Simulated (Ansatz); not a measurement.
GaH6P (Ga(PH3)H3)

Input

```
crystal:
  periodic: [false, false, false]
  atoms:
    - {symbol: Ga, position_ang: [-0.005123, 0.010980, -1.450052]}
    - {symbol: P, position_ang: [0.001957, -0.003456, 1.072656]}
    - {symbol: H, position_ang: [0.693455, 1.008728, 1.769680]}
    - {symbol: H, position_ang: [0.546273, -1.117894, 1.743474]}
    - {symbol: H, position_ang: [-1.222254, 0.072172, 1.768408]}
    - {symbol: H, position_ang: [1.560545, -0.016768, -1.634468]}
    - {symbol: H, position_ang: [-0.765231, 1.379072, -1.637245]}
    - {symbol: H, position_ang: [-0.809632, -1.332834, -1.632453]}
basis:
  gaussian: {orbitals: def2-TZVP, initial_orbitals: start.molden}
hamiltonian: {xc: pbe0, dispersion: d4}
output: {forces: true, orbitals: {seedname: orbitals}}
```

Launched as:

```sh
ansatz run in.yaml --threads 4 --pin off --events-out ev --progress --plain --max-ram 3916MiB
```

Geometry: PBE0-D4/def2-TZVP.

Method: RKS PBE0-D4/def2-TZVP in Ansatz.

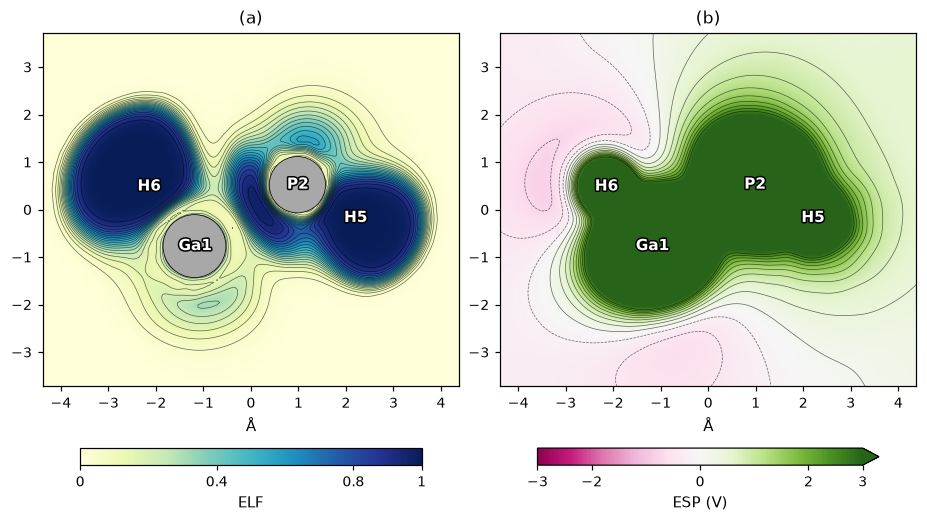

Figure 1. (a) ELF; (b) electrostatic potential on the plane of atoms P2, Ga1 and H6. Grey discs cover the atomic cores in the ELF map.

### Interpret the plot.

- Atoms in the plane: Ga, P and H.
- Ga–P (2.52 Å): the ELF peaks at about 0.95 between the atoms; a shared electron pair.
- P–H (1.41 Å): the ELF climbs to about 1 towards the hydrogen, as it does in any bond to H.
- Ga–H (1.58 Å): the ELF climbs to about 1 towards the hydrogen.
- Outside the dense part of the molecule the potential is most negative (−0.8 V) near H6.

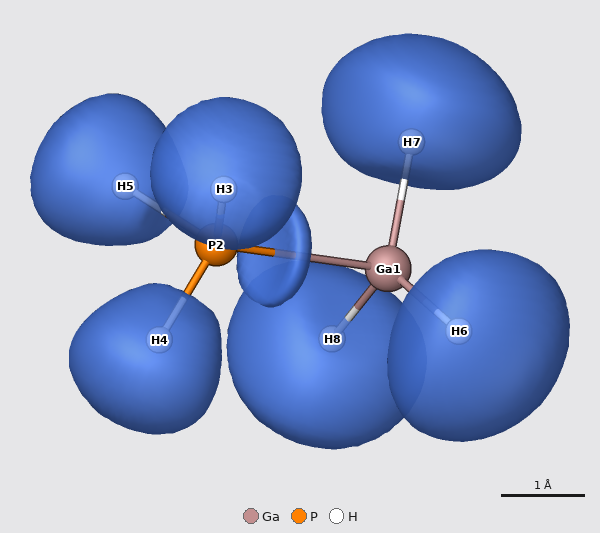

Figure 2. Isosurface of the electron localisation function at 0.9 (blue), seen at a tilt. Only the valence region is drawn (cores and ρ < 0.01 e/Å³ removed).

### Identify the bonds, lone pairs and shells in this picture.

At this value the surface marks out six regions around hydrogen nuclei and one lobe of the valence shell of P pointing towards Ga (polar bonds).

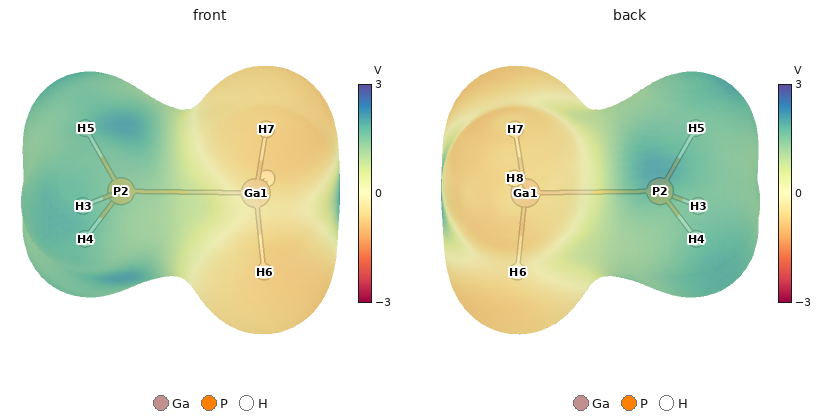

Figure 3. The molecular electrostatic potential painted on the density surface at 0.004 e/bohr³, seen from the front and from behind; red is negative and blue positive.

### Where is the surface potential most negative and most positive?

The most negative region (about −0.8 V) lies over H6, H7 and H8, the most positive (about +2.1 V) over Ga1 and P2.
